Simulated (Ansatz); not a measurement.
**CH4FMoNO2: geometry and vibrations**

What shape does CH4FMoNO2 take? The plan is to relax it, check the end point by its vibrations and derive ideal-gas thermochemistry, and look at its orbitals and charge.

Method: RKS PBE0-D4/def2-TZVP; program: Ansatz 0.2.0, Gaussian basis.

The runs, in order: relaxation at PBE-D4/def2-SVP; relaxation at PBE0-D4/def2-TZVP; harmonic vibrations at the same level; a single point in def2-TZVPP for the fields.

**1. The system as given**

10 atoms, charge 0, spin multiplicity 1.

Atoms are counted from 1 here; the program's logs count them from 0.

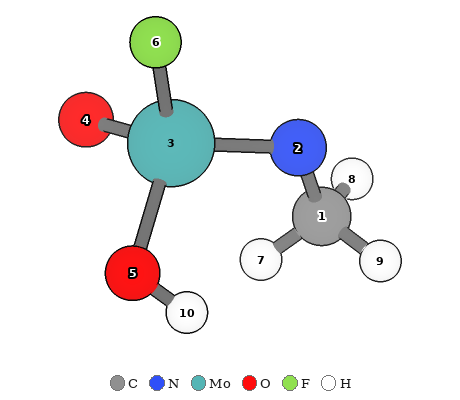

As it starts; carbon grey, nitrogen blue, molybdenum teal, oxygen red, fluorine green, hydrogen white; atoms are numbered from 1 in the order of the file.

The start is a force-field geometry with small random shifts, so a cheaper pass at PBE-D4/def2-SVP comes first. Mo takes the def2 core potential; no spin-orbit term is included.

**2. Relaxation at PBE-D4/def2-SVP (cheap first pass)**

The input, in.yaml:

```yaml
crystal:
  periodic: [false, false, false]
  atoms:
    - {symbol: C, position_ang: [-1.047700, -0.725500, -0.975200]}
    - {symbol: N, position_ang: [-1.077700, 0.178600, 0.160500]}
    - {symbol: Mo, position_ang: [0.504900, 0.400500, 1.146200]}
    - {symbol: O, position_ang: [1.142200, -1.201100, 1.808400]}
    - {symbol: O, position_ang: [1.992400, 1.145200, -0.066600]}
    - {symbol: F, position_ang: [0.216700, 1.667100, 2.667800]}
    - {symbol: H, position_ang: [-0.065200, -1.126800, -1.128900]}
    - {symbol: H, position_ang: [-1.803100, -1.469800, -0.836200]}
    - {symbol: H, position_ang: [-1.367800, -0.074700, -1.843700]}
    - {symbol: H, position_ang: [1.588400, 1.155300, -0.929400]}
basis:
  gaussian: {orbitals: def2-SVP}
hamiltonian: {xc: pbe, dispersion: d4}
relax: {f_tol: 0.03, max_steps: 200}
```

Command:

```console
$ ansatz run in.yaml --threads 8 --pin off --events-out ev --progress --plain --max-ram 18278MiB
```

The log of the run, shortened:

```text
Functional definition: PBE
  name "PBE"
  cite "Perdew, Burke & Ernzerhof, Phys. Rev. Lett. 77, 3865 (1996) doi:10.1103/PhysRevLett.77.3865"
  parent pbe
[...]
1299 factors; their error is unknown
[...]
mean field -11245.33462558 eV, -413.2584251285 hartree, gradient 4.0e-5 eV, S^2 0.000000; 0 other end points of the search recorded, 0 dependent functions left out
[...]
reference -11245.33469702 eV, -413.2584277540 hartree; 28, 28 occupied and 93, 93 virtual orbitals, 1299 factors
relax step   1: F+E_penalty+E_count = -11245.56714571 eV  Δ(F+E_penalty+E_count) = +0.000e0 eV  max|allowed force component| = 4.417e0 eV/Å  Δτ_max = 0.0000 Å  (37 SCF iters, accepted)
[...]
relax step   5: F+E_penalty+E_count = -11247.58904468 eV  Δ(F+E_penalty+E_count) = -1.103e-1 eV  max|allowed force component| = 4.569e-1 eV/Å  Δτ_max = 0.1957 Å  (43 SCF iters, accepted)
[...]
relax step   9: F+E_penalty+E_count = -11247.66466372 eV  Δ(F+E_penalty+E_count) = -9.942e-3 eV  max|allowed force component| = 7.437e-2 eV/Å  Δτ_max = 0.0814 Å  (33 SCF iters, accepted)
[...]
relax step  13: F+E_penalty+E_count = -11247.67293800 eV  Δ(F+E_penalty+E_count) = -1.832e-3 eV  max|allowed force component| = 6.822e-2 eV/Å  Δτ_max = 0.0762 Å  (33 SCF iters, accepted)
[...]
relax step  15: F+E_penalty+E_count = -11247.67392687 eV  Δ(F+E_penalty+E_count) = -3.610e-4 eV  max|allowed force component| = 3.342e-2 eV/Å  Δτ_max = 0.0108 Å  (35 SCF iters, accepted)
[...]
relax step  16: F+E_penalty+E_count = -11247.67405616 eV  Δ(F+E_penalty+E_count) = -1.293e-4 eV  max|allowed force component| = 9.518e-3 eV/Å  Δτ_max = 0.0153 Å  (35 SCF iters, accepted)
1299 factors; their error is unknown
[...]
mean field -11247.43807399 eV, -413.3357254317 hartree, gradient 2.7e-5 eV, S^2 0.000000; 1 other end points of the search recorded, 0 dependent functions left out
[...]
reference -11247.43814393 eV, -413.3357280020 hartree; 28, 28 occupied and 93, 93 virtual orbitals, 1299 factors
Total energy: -11247.67412610 eV, -413.3444001868 hartree
Atom 0 at    -1.225426    -0.833359    -0.954206 Å, force    -0.004054    -0.009518    -0.006862 eV/Å
Atom 1 at    -0.474254     0.073664    -0.154132 Å, force    -0.004381     0.006184    -0.000499 eV/Å
Atom 2 at     0.748209     0.400021     1.041983 Å, force     0.004058    -0.000737     0.005436 eV/Å
Atom 3 at     1.439126    -1.096595     1.454911 Å, force    -0.000423     0.002571    -0.002074 eV/Å
Atom 4 at     2.058738     1.515566     0.257730 Å, force    -0.000564     0.002189    -0.005749 eV/Å
Atom 5 at    -0.088553     1.196965     2.520159 Å, force     0.000393    -0.001215    -0.001535 eV/Å
Atom 6 at    -0.866160    -1.882271    -0.840698 Å, force     0.000424     0.000364     0.000470 eV/Å
Atom 7 at    -2.301568    -0.797709    -0.674360 Å, force     0.000810     0.002151     0.000452 eV/Å
Atom 8 at    -1.155759    -0.554158    -2.029128 Å, force     0.003022     0.001395     0.004911 eV/Å
Atom 9 at     1.948746     1.926675    -0.619359 Å, force     0.000717    -0.003384     0.005448 eV/Å
Dipole moment:    -0.260486     0.125290    -0.728563 e Å
```

Wall time 17 s (8 threads of Arm Neoverse V2, shared host).

Step by step: (the energy doesn't fall at every step)

```tsv
step	energy from step 1 (eV)	largest force component (eV/Å)
1	0.0000	4.4168
2	-1.5828	1.4004
3	-1.7856	1.0264
4	-1.9116	0.8103
5	-2.0219	0.4569
6	-2.0743	0.3434
7	-2.0876	0.1391
8	-2.0626	0.8818
9	-2.0975	0.0744
10	-2.1007	0.1397
11	-2.1024	0.1479
12	-2.1040	0.0884
13	-2.1058	0.0682
14	-2.1064	0.0614
15	-2.1068	0.0334
16	-2.1069	0.0095
```

Distances of close pairs at the start and the end, largest changes first:

```tsv
bond	before (Å)	after (Å)	change (Å)
Mo3–O5	2.059	1.891	-0.167
Mo3–O4	1.847	1.699	-0.147
N2–Mo3	1.878	1.741	-0.136
Mo3–F6	2.001	1.876	-0.124
C1–H8	1.070	1.113	+0.043
C1–H7	1.072	1.115	+0.042
C1–N2	1.452	1.424	-0.028
O5–H10	0.953	0.975	+0.022
```

**3. Relaxation at PBE0-D4/def2-TZVP**

The input, in.yaml:

```yaml
crystal:
  periodic: [false, false, false]
  atoms:
    - {symbol: C, position_ang: [-1.225426, -0.833359, -0.954206]}
    - {symbol: N, position_ang: [-0.474254, 0.073664, -0.154132]}
    - {symbol: Mo, position_ang: [0.748209, 0.400021, 1.041983]}
    - {symbol: O, position_ang: [1.439126, -1.096595, 1.454911]}
    - {symbol: O, position_ang: [2.058738, 1.515566, 0.257730]}
    - {symbol: F, position_ang: [-0.088553, 1.196965, 2.520159]}
    - {symbol: H, position_ang: [-0.866160, -1.882271, -0.840698]}
    - {symbol: H, position_ang: [-2.301568, -0.797709, -0.674360]}
    - {symbol: H, position_ang: [-1.155759, -0.554158, -2.029128]}
    - {symbol: H, position_ang: [1.948746, 1.926675, -0.619359]}
basis:
  gaussian: {orbitals: def2-TZVP}
hamiltonian: {xc: pbe0, dispersion: d4}
relax: {f_tol: 0.005, max_steps: 150}
```

Same command.

The log of the run, shortened:

```text
Functional definition: PBE0
  name "PBE0"
  cite "Adamo & Barone, J. Chem. Phys. 110, 6158 (1999) doi:10.1063/1.478522"
  cite "Perdew, Burke & Ernzerhof, Phys. Rev. Lett. 77, 3865 (1996) doi:10.1103/PhysRevLett.77.3865"
  parent pbe
[...]
1347 factors; their error is unknown
[...]
mean field -11256.99021863 eV, -413.6867602726 hartree, gradient 3.0e-5 eV, S^2 0.000000; 0 other end points of the search recorded, 0 dependent functions left out
[...]
reference -11256.99026702 eV, -413.6867620508 hartree; 28, 28 occupied and 191, 191 virtual orbitals, 1347 factors
relax step   1: F+E_penalty+E_count = -11257.19056564 eV  Δ(F+E_penalty+E_count) = +0.000e0 eV  max|allowed force component| = 1.228e0 eV/Å  Δτ_max = 0.0000 Å  (36 SCF iters, accepted)
[...]
Atom 0 at    -1.218873    -0.832699    -0.947866 Å, force     0.001502     0.001400     0.001065 eV/Å
Atom 1 at    -0.473146     0.073728    -0.148973 Å, force    -0.003179    -0.001100    -0.000627 eV/Å
Atom 2 at     0.739904     0.388344     1.025890 Å, force    -0.000274    -0.001965    -0.001295 eV/Å
Atom 3 at     1.421035    -1.089025     1.428491 Å, force    -0.000239     0.001006     0.000332 eV/Å
Atom 4 at     2.035230     1.505992     0.252836 Å, force     0.003769     0.001604     0.001083 eV/Å
Atom 5 at    -0.077940     1.184631     2.497721 Å, force     0.000152    -0.000287    -0.000204 eV/Å
Atom 6 at    -0.867632    -1.862365    -0.815675 Å, force    -0.000699     0.001031    -0.000279 eV/Å
Atom 7 at    -2.278579    -0.780391    -0.679405 Å, force     0.001149    -0.000007    -0.000832 eV/Å
Atom 8 at    -1.127462    -0.560467    -2.004231 Å, force     0.000145    -0.000795     0.001197 eV/Å
Atom 9 at     1.930560     1.921050    -0.605888 Å, force    -0.002326    -0.000889    -0.000441 eV/Å
Dipole moment:    -0.288541     0.092914    -0.753999 e Å
```

It took 18 s on 8 threads of Arm Neoverse V2, shared host; peak memory 0.62 GiB.

The steps of the relaxation:

```tsv
step	energy from step 1 (eV)	largest force component (eV/Å)
1	0.0000	1.2283
2	-0.0594	0.2003
3	-0.0615	0.0313
4	-0.0616	0.0173
5	-0.0616	0.0106
6	-0.0617	0.0068
7	-0.0617	0.0038
```

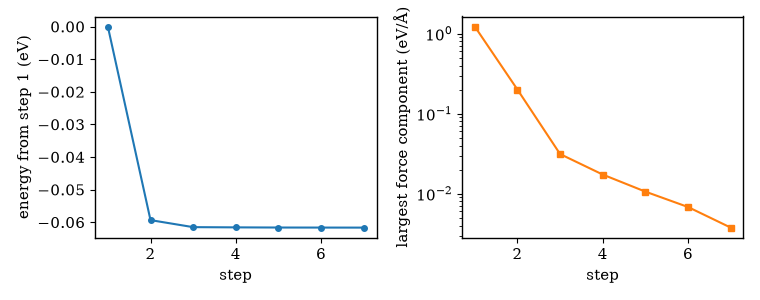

Energy and largest force along the relaxation.

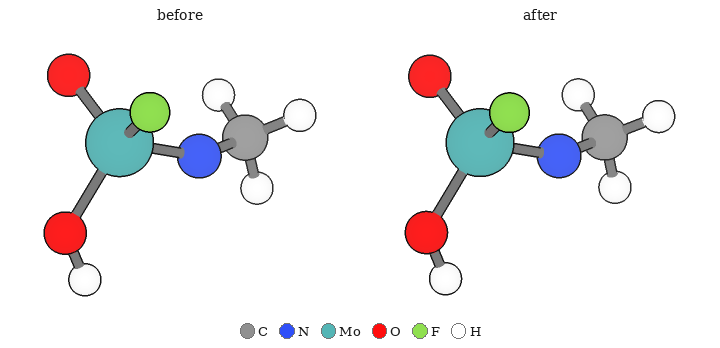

The geometry before (left) and after (right).

Close pairs (by a distance rule), those that changed most:

```tsv
bond	before (Å)	after (Å)	change (Å)
Mo3–O4	1.699	1.676	-0.023
N2–Mo3	1.741	1.718	-0.023
C1–H7	1.115	1.096	-0.019
C1–H8	1.113	1.094	-0.018
C1–H9	1.113	1.095	-0.018
O5–H10	0.975	0.959	-0.015
Mo3–O5	1.891	1.877	-0.014
Mo3–F6	1.876	1.863	-0.014
```

Mulliken charges of the relaxed molecule (report file):

```tsv
atom	value (e)
C1	-0.26
N2	-0.50
Mo3	1.72
O4	-0.57
O5	-0.71
F6	-0.48
H7	0.15
H8	0.15
H9	0.15
H10	0.35
```

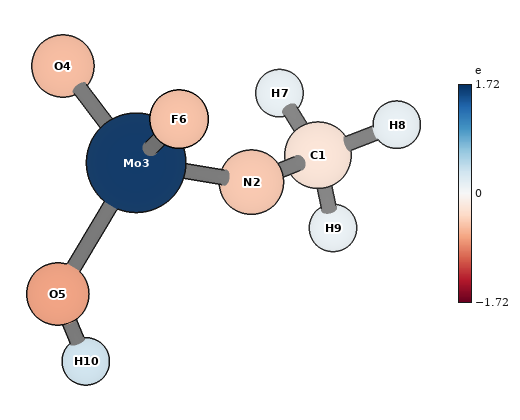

Mulliken charges of the relaxed molecule (report file), as colours on the atoms.

**4. Vibrations by finite differences**

The input, in.yaml:

```yaml
crystal:
  periodic: [false, false, false]
  atoms:
    - {symbol: C, position_ang: [-1.218873, -0.832699, -0.947866]}
    - {symbol: N, position_ang: [-0.473146, 0.073728, -0.148973]}
    - {symbol: Mo, position_ang: [0.739904, 0.388344, 1.025890]}
    - {symbol: O, position_ang: [1.421035, -1.089025, 1.428491]}
    - {symbol: O, position_ang: [2.035230, 1.505992, 0.252836]}
    - {symbol: F, position_ang: [-0.077940, 1.184631, 2.497721]}
    - {symbol: H, position_ang: [-0.867632, -1.862365, -0.815675]}
    - {symbol: H, position_ang: [-2.278579, -0.780391, -0.679405]}
    - {symbol: H, position_ang: [-1.127462, -0.560467, -2.004231]}
    - {symbol: H, position_ang: [1.930560, 1.921050, -0.605888]}
basis:
  gaussian: {orbitals: def2-TZVP}
hamiltonian: {xc: pbe0, dispersion: d4}
phonons: {temperatures: {t_min: 298.15, t_max: 900, t_step: 200}}
```

The command is unchanged.

The log of the run, shortened:

```text
Functional definition: PBE0
  name "PBE0"
  cite "Adamo & Barone, J. Chem. Phys. 110, 6158 (1999) doi:10.1063/1.478522"
  cite "Perdew, Burke & Ernzerhof, Phys. Rev. Lett. 77, 3865 (1996) doi:10.1103/PhysRevLett.77.3865"
  parent pbe
[...]
1347 factors; their error is unknown
[...]
mean field -11257.04955785 eV, -413.6889409486 hartree, gradient 2.7e-5 eV, S^2 0.000000; 0 other end points of the search recorded, 0 dependent functions left out
[...]
reference -11257.04960623 eV, -413.6889427266 hartree; 28, 28 occupied and 191, 191 virtual orbitals, 1347 factors
[...]
1347 factors; their error is unknown
mean field -11257.04937651 eV, -413.6889342847 hartree, gradient 1.1e-6 eV, S^2 0.000000; 0 other end points of the search recorded, 0 dependent functions left out
[...]
reference -11257.04942489 eV, -413.6889360625 hartree; 28, 28 occupied and 191, 191 virtual orbitals, 1347 factors
[...]
Atom 3 at     1.421035    -1.089025     1.428491 Å, force    -0.000261     0.001025     0.000333 eV/Å
Atom 4 at     2.035230     1.505992     0.252836 Å, force     0.003751     0.001592     0.001121 eV/Å
Atom 5 at    -0.077940     1.184631     2.497721 Å, force     0.000148    -0.000283    -0.000197 eV/Å
Atom 6 at    -0.867632    -1.862365    -0.815675 Å, force    -0.000694     0.001045    -0.000276 eV/Å
Atom 7 at    -2.278579    -0.780391    -0.679405 Å, force     0.001146    -0.000006    -0.000835 eV/Å
Atom 8 at    -1.127462    -0.560467    -2.004231 Å, force     0.000147    -0.000792     0.001190 eV/Å
Atom 9 at     1.930560     1.921050    -0.605888 Å, force    -0.002328    -0.000877    -0.000469 eV/Å
Dipole moment:    -0.288542     0.092913    -0.753998 e Å
Vibrations: 106.54 114.50 124.54 190.65 235.05 261.24 329.91 369.84 402.42 660.14 678.38 710.82 754.01 1040.09 1100.70 1105.62 1339.86 1430.79 1463.85 1466.24 3016.46 3090.70 3098.76 3903.01 cm⁻¹, zero-point energy 1.673420 eV
```

Wall time 93 s (8 threads of Arm Neoverse V2, shared host); peak memory 0.61 GiB.

Motions are named by where the mode's potential energy lies. The modes, unscaled (a negative number is an imaginary wavenumber):

```tsv
mode	cm⁻¹	motion
1	107	torsion
2	114	bend
3	125	torsion with bend
4	191	bend
5	235	bend with torsion
6	261	bend
7	330	torsion
8	370	torsion with bend
9	402	bend with torsion
10	660	bend
11	678	Mo–F stretch
12	711	Mo–N and C–N stretch
13	754	Mo–O stretch with bend
14	1040	Mo–O stretch
15	1101	bend
16	1106	bend
17	1340	C–N and Mo–N stretch
18	1431	bend
19	1464	bend
20	1466	bend
21	3016	C–H stretch
22	3091	C–H stretch
23	3099	C–H stretch
24	3903	O–H stretch
```

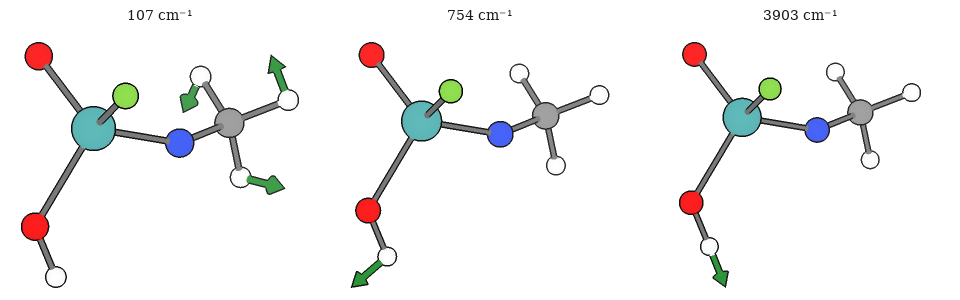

How the atoms move in 3 of the modes.

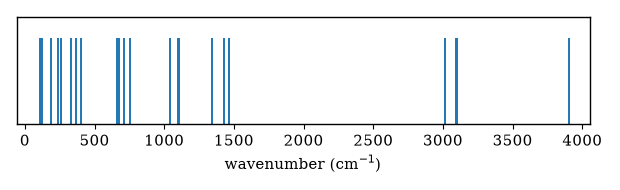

The harmonic wavenumbers as sticks (no intensities were computed).

From these modes and the moments of inertia (298.15 K, 1 bar, symmetry number 1):

```tsv
term	value
zero-point energy	38.6 kcal/mol
H(298) − E	44.3 kcal/mol
entropy, translation	173.4 J/(mol K)
entropy, rotation	116.3 J/(mol K)
entropy, vibration	83.9 J/(mol K)
entropy, total	373.6 J/(mol K)
```

**5. Orbitals, density and potential**

in.yaml, as its differences from that of step 4:

```diff
@@ -14,4 +14,4 @@
 basis:
-  gaussian: {orbitals: def2-TZVP}
+  gaussian: {orbitals: def2-TZVPP}
 hamiltonian: {xc: pbe0, dispersion: d4}
-phonons: {temperatures: {t_min: 298.15, t_max: 900, t_step: 200}}
+output: {orbitals: {seedname: orbitals}}
```

The command is unchanged.

The log of the run:

```text
Functional definition: PBE0
  name "PBE0"
  cite "Adamo & Barone, J. Chem. Phys. 110, 6158 (1999) doi:10.1063/1.478522"
  cite "Perdew, Burke & Ernzerhof, Phys. Rev. Lett. 77, 3865 (1996) doi:10.1103/PhysRevLett.77.3865"
  parent pbe
  parameter a = 0.25
  parameter kappa = 0.804
  parameter beta = 0.06672455060314922
  exchange = (1 - a)*pbe_x(kappa = kappa, mu = beta*pi^2/3) + a*exact_x
  correlation = pbe_c(beta = beta)
1398 factors; their error is unknown
mean field evaluation 1: about -11235.2735 eV, gradient 1.1e2 eV
mean field evaluation 2: about -11034.7745 eV, gradient 3.4e2 eV
mean field evaluation 4: about -11254.0132 eV, gradient 4.4e1 eV
mean field evaluation 8: about -11257.2357 eV, gradient 5.4e-1 eV
mean field evaluation 16: about -11257.3318 eV, gradient 2.1e-3 eV
mean field -11257.33181711 eV, -413.6993137852 hartree, gradient 2.3e-5 eV, S^2 0.000000; 0 other end points of the search recorded, 0 dependent functions left out
reference -11257.33186893 eV, -413.6993156896 hartree; 28, 28 occupied and 239, 239 virtual orbitals, 1398 factors
Total energy: -11257.53454480 eV, -413.7067638903 hartree
```

It took 2 s on 8 threads of Arm Neoverse V2, shared host; peak memory 0.68 GiB.

The fields below are evaluated on a grid from the run's orbitals.

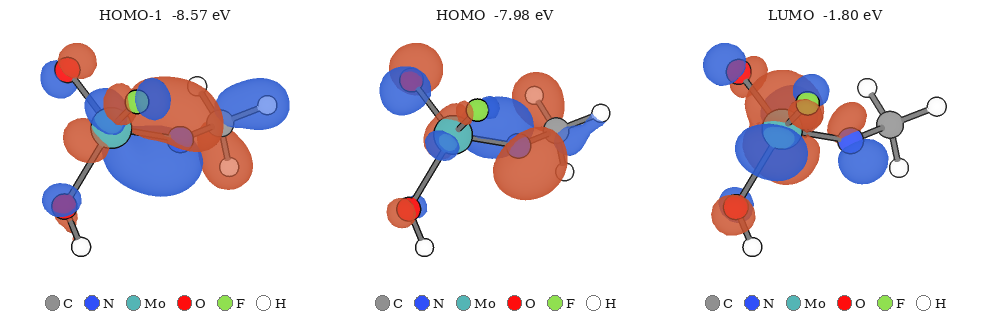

PBE0-D4/def2-TZVPP orbitals near the gap, drawn at the value that encloses 70 % of each; the two colours are the two signs.

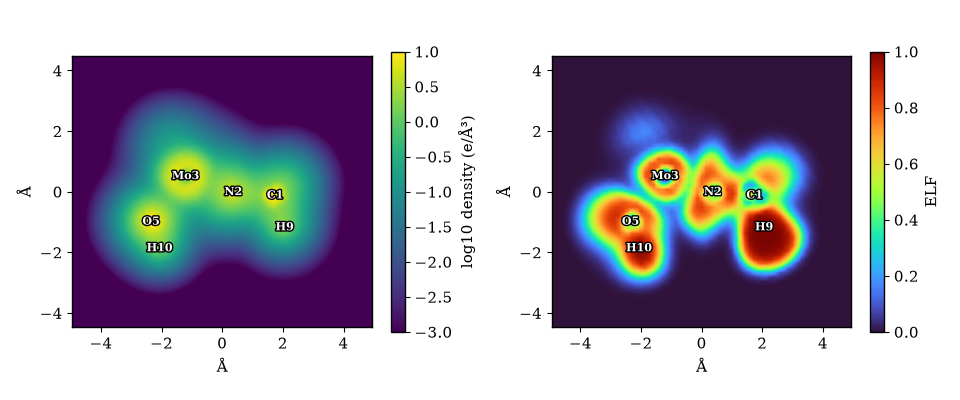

Density (left) and ELF (right) in a plane through or near 6 of the atoms.

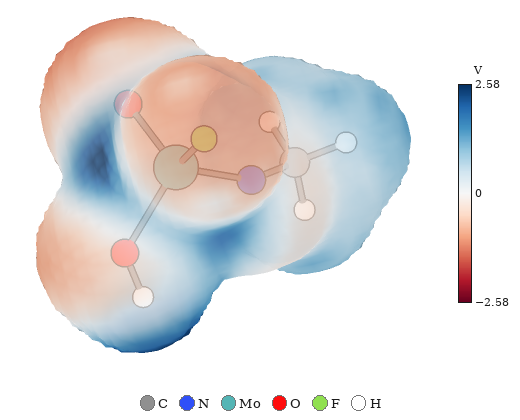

The potential that a unit positive charge feels on the 0.002 e/bohr³ surface, from -1.24 V near O4 to 2.58 V near H10.

**6. Outcome**

```
                  quantity            value
               point group               C1
                     steps           16 + 7
shift from the start (rms)          0.671 Å
              total energy   -11257.2523 eV
           dispersion term         -203 meV
             dipole moment           3.90 D
lowest, highest wavenumber   107, 3903 cm⁻¹
         zero-point energy    38.6 kcal/mol
       entropy at 298.15 K  373.6 J/(mol K)
                HOMO, LUMO  -7.98, -1.80 eV
```

What this shows: The atoms moved 0.67 Å (rms) from the start; the bond that changed most is Mo3–O5, from 2.059 to 1.877 Å. All wavenumbers are real, so the end point is a minimum. The stiffest mode, 3903 cm⁻¹, is an O–H stretch, and 4 modes under 200 cm⁻¹ make the vibrational entropy uncertain. Harmonic hybrid wavenumbers usually lie a few per cent above measured fundamentals. The largest Mulliken charge, +1.72 e, sits on Mo3. The HOMO lies mostly on N2 51 %; O4 20 % and the LUMO on Mo3 55 %; N2 13 %.
